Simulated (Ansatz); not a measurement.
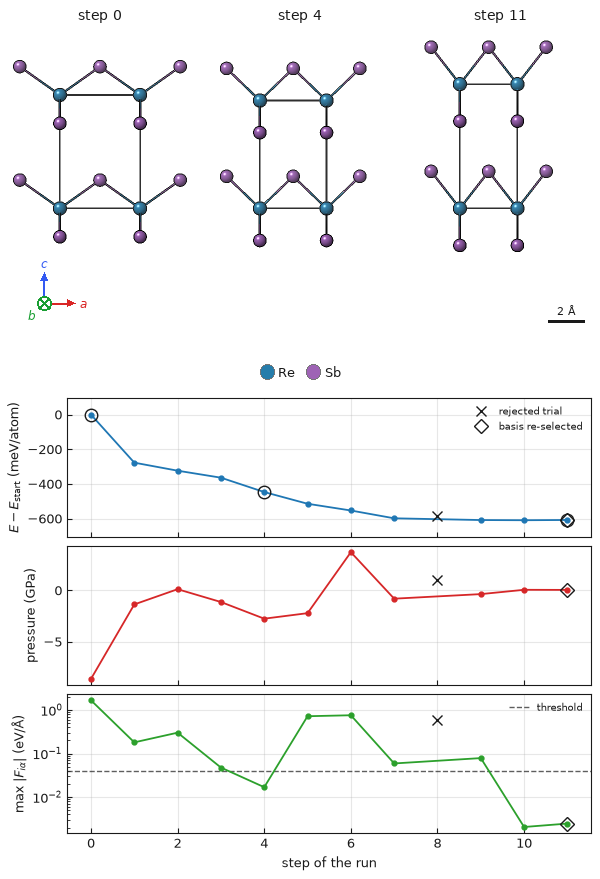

Frames of a relaxation of a crystal of ReSb2 (a generated structure, set up in P-4m2) (coarse preliminary run), marked on the history of the run. A ball-and-stick model of the cell of the calculation, seen along the b axis.

Level of theory: Ansatz 0.2.0, DFT PBE, scalar-relativistic, plane waves, PAW. Set-up: plane-wave cutoff 420 eV; k-point mesh 4 × 4 × 4; occupations gaussian; smearing width 0.1 eV; no spin polarisation; cell and atoms relaxed; force threshold 0.04 eV/Å; at most 70 steps.

Describe the path.

Answer. After 9 accepted moves (11 points after the start) the energy has fallen by 608 meV per atom. The largest force component goes from 1.7 to 0.0025 eV/Å. The pressure goes from −8.62 to 0.05 GPa. The line search rejected the trial step at point 8 of the run. The SCF was repeated once at an unchanged geometry on a basis and grid sized afresh for the cell, which shifted the energy by 1.3 meV per atom at most. The largest moves relative to the cell, 0.34 Å, are those of Sb atoms. Re stays in place. Cell: a = b 4.514 → 3.239 Å (−28.3 %), c 6.384 → 6.992 Å (+9.5 %). Volume −43.6 %. Some distances before and after: Re–Sb 2.765 → 2.639 Å. Bond angles that change, for instance: Sb–Re–Sb 109.5° → 75.7°, Re–Sb–Re 109.5° → 75.7°, Sb–Re–Sb 109.5° → 128.6°. The space group stays P-4m2 (No. 115). From step 0 to 4: Sb atoms move most (0.29 Å), volume −34.4 %, energy −447 meV per atom. From step 4 to 11: volume −14.1 %, energy −161 meV per atom.

| step | E − E(0), meV/atom | largest force component, eV/Å | pressure, GPa | volume, Å³/atom | note |
| --- | --- | --- | --- | --- | --- |
| 0 | 0.00 | 1.6676 | -8.62 | 43.371 |  |
| 1 | -277.03 | 0.1805 | -1.36 | 38.867 |  |
| 2 | -323.36 | 0.3011 | 0.12 | 34.519 |  |
| 3 | -363.70 | 0.0476 | -1.13 | 31.333 |  |
| 4 | -446.52 | 0.0169 | -2.75 | 28.471 |  |
| 5 | -514.08 | 0.7186 | -2.21 | 25.595 |  |
| 6 | -553.00 | 0.7564 | 3.73 | 24.509 |  |
| 7 | -598.06 | 0.0592 | -0.80 | 24.842 |  |
| 8 | -583.75 | 0.5898 | 1.04 | 23.427 | rejected |
| 9 | -608.07 | 0.0785 | -0.36 | 24.501 |  |
| 10 | -609.06 | 0.0021 | 0.06 | 24.450 |  |
| 11 | -607.71 | 0.0025 | 0.05 | 24.450 | same geometry, new basis |
